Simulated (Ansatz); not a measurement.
```csv
atom,x (Å),y (Å),z (Å)
O,1.0551,0.7442,1.2816
Ga,0.0601,-0.0575,0.0245
F,0.3622,-1.7353,-0.2875
Cl,-1.4218,0.9885,-1.0389
```

Geometry: PBE0-D4/def2-TZVP.

Method: UKS PBE0-D4/def2-TZVPP (Ansatz).

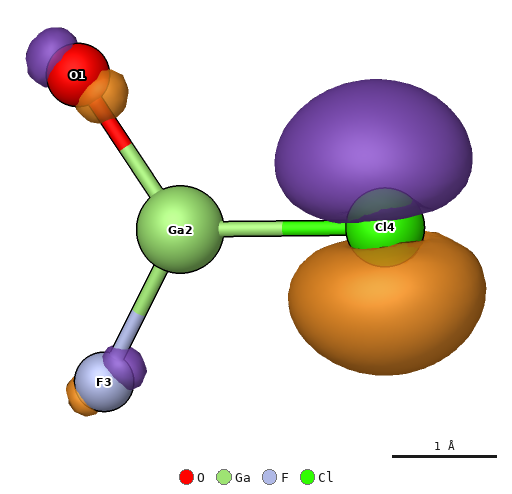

ClFGaO (SMILES [O][Ga]([F])[Cl]) (doublet). One frontier orbital at ±0.2 Å⁻³ᐟ² (orange and purple are the two phases), seen at a tilt.

### Which orbital is it: HOMO (α) or LUMO (α)?

The HOMO (α), at −9.98 eV. It lies mainly on Cl4 (about 85 %) and Ga2 (about 5 %); it is symmetric in the molecular plane (an in-plane orbital: σ, lone-pair or in-plane π type); largely a lone pair of Cl4.
